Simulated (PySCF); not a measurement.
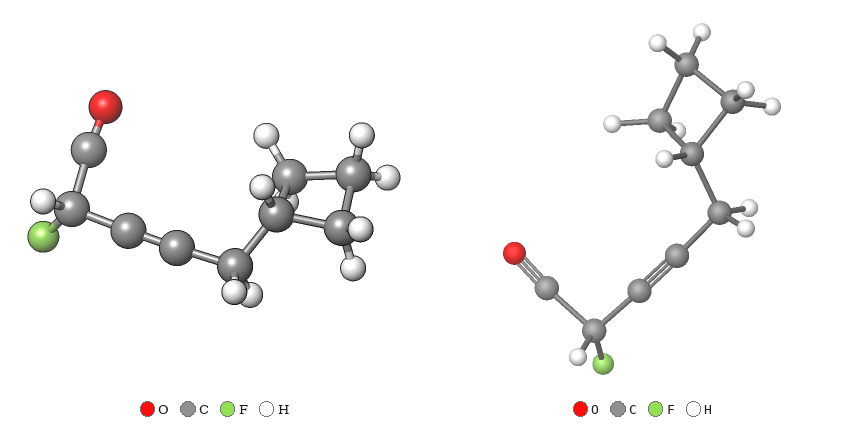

The same structure drawn twice, from different directions.

The species has charge +1 and is a spin singlet. Computed geometry: PBE0-D3(BJ)/def2-SVP optimisation. No frequency run is at hand to confirm it as a minimum.

Count the atoms of each element.

C9H10FO(+), 21 atoms: 9 carbon, 10 hydrogen, 1 fluorine and 1 oxygen.

Name some functional groups or characteristic bonds that it holds.

Among them: alkyne, C–F bond.

Give the symmetry (Schoenflies symbol).

C1.

Does it have rings?

Independent rings (smallest set): 1 of 4 members.

More results for the same structure follow; atom numbers are the same in all pictures, views and colours differ.

### Shape

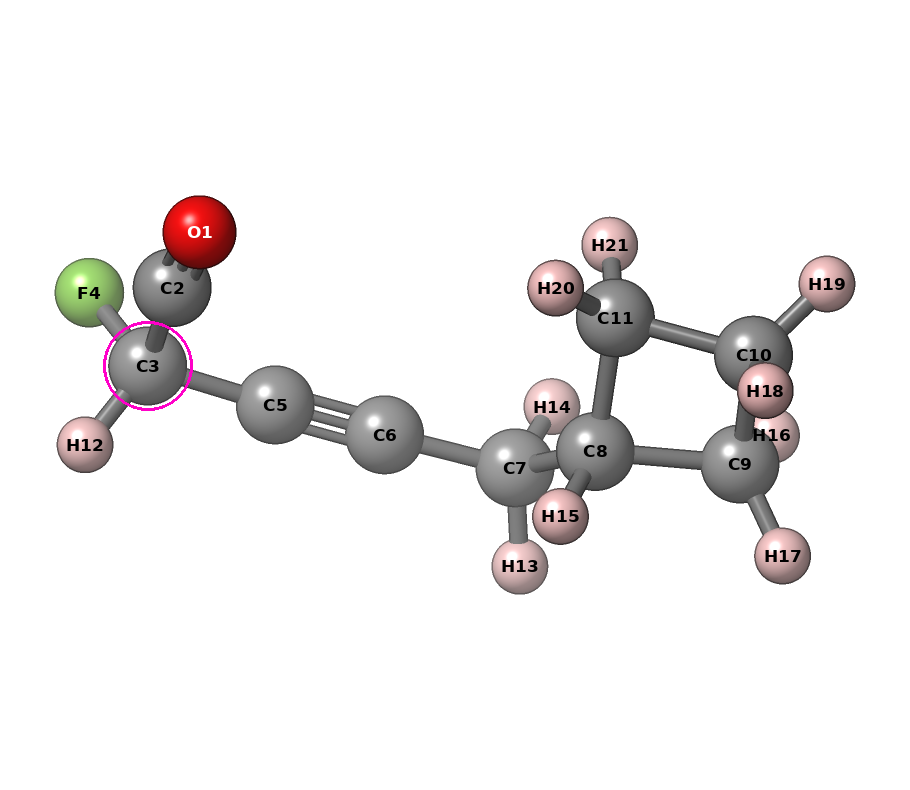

Atoms fade into the background with distance from the viewer. Circles mark the stereogenic atoms. No frequency run is at hand to confirm it as a minimum.

Assign CIP descriptors.

C3: S (priorities F4 > C2 > C5 > H12).

### Electronic properties

No frequency run is at hand to confirm it as a minimum. Level of theory: PBE0/pcSseg-1 in chloroform (IEF-PCM) (PySCF 2.14.0).

Computed properties:

- HOMO energy (Kohn–Sham orbital): −9.23 eV
- LUMO energy (Kohn–Sham orbital): −4.77 eV
- HOMO–LUMO gap: 4.46 eV

### NMR shielding

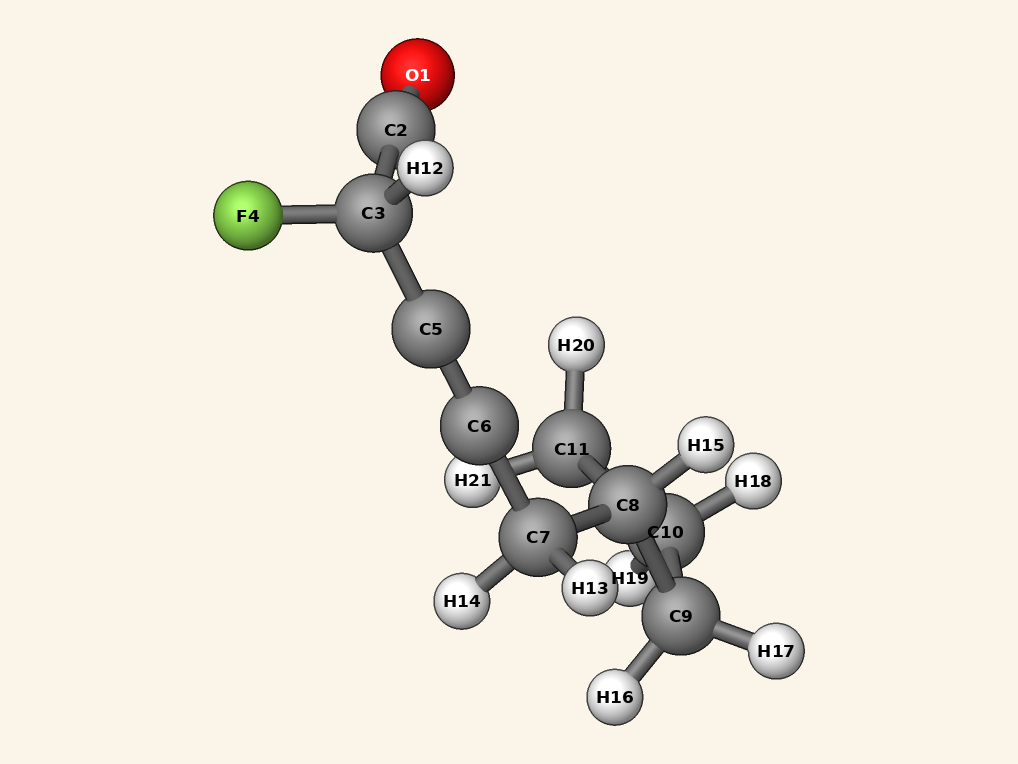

No frequency run is at hand to confirm it as a minimum. Properties computed with GIAO PBE0/pcSseg-1 NMR shielding, non-relativistic, IEF-PCM tetrahydrofuran (PySCF 2.14.0). Principal shieldings σ11 ≤ σ22 ≤ σ33, span Ω = σ33 − σ11, skew κ = 3(σiso − σ22)/Ω.

Give the shielding tensors of the F atoms.

```tsv
atom	σ11	σ22	σ33	σiso	Ω	κ
F4	301.8	375.4	440.5	372.6	138.7	−0.06
```

Shieldings and span in ppm.

### Bond orders

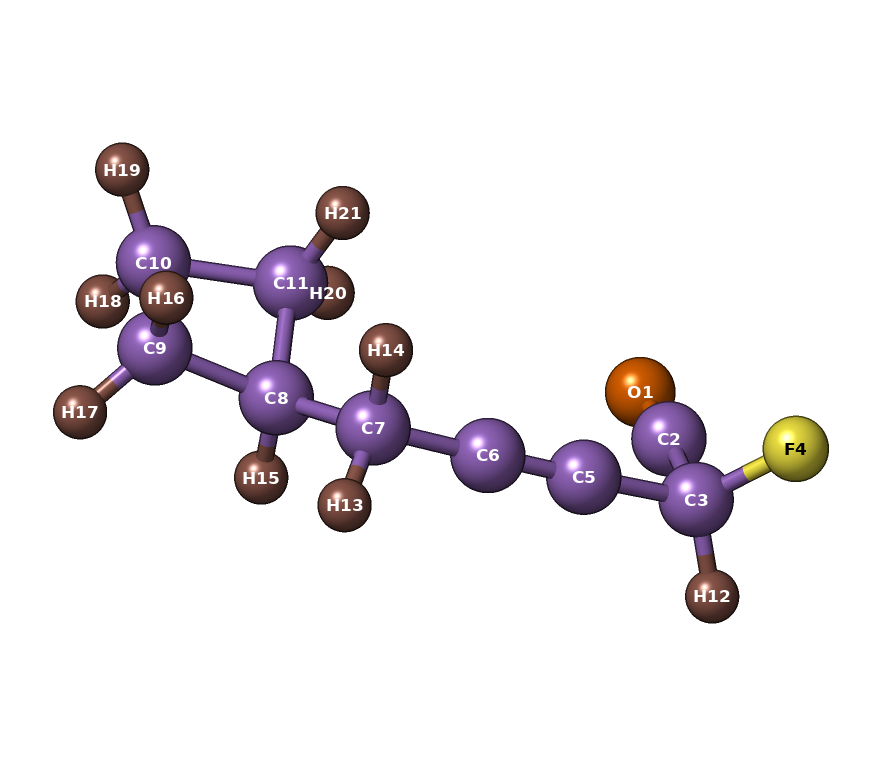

Every bond is drawn as one stick. No frequency run is at hand to confirm it as a minimum. Level of theory: PBE0/pcSseg-1 in chloroform (IEF-PCM) (PySCF 2.14.0).

Which bond between heavy atoms has the highest Mayer bond order?

O1–C2, 2.50, at a length of 1.118 Å.

List the Mayer bond orders of O1–C2, C2–C3, C3–F4, C3–C5, C5–C6, C6–C7, C7–C8, C8–C9, C8–C11, C9–C10, C10–C11 (bonds between heavy atoms, one of each equivalent set).

```csv
bond,Mayer order,length (Å)
O1–C2,2.50,1.118
C2–C3,0.98,1.507
C3–F4,0.95,1.340
C3–C5,1.06,1.441
C5–C6,2.30,1.220
C6–C7,1.18,1.440
C7–C8,0.98,1.537
C8–C9,0.99,1.541
C8–C11,0.98,1.540
C9–C10,1.02,1.541
C10–C11,1.03,1.541
```
